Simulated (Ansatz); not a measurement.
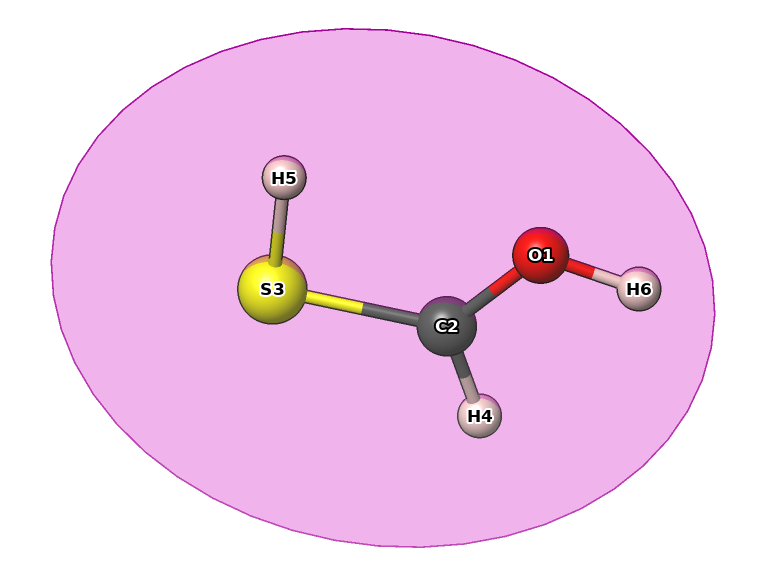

A disc through the centre of mass is drawn in. Depth is shown by fading: the farther an atom, the more it takes the colour of the background. Charge +1, singlet. The computed structure is the end point of a PBE0-D4/def2-TZVP optimisation. No frequency run is at hand to confirm it as a minimum.

Is the plane of the disc a mirror plane of the structure?

Yes. The reflection leaves O1, C2, S3, H4, H5, H6 in place. The point group is Cs.
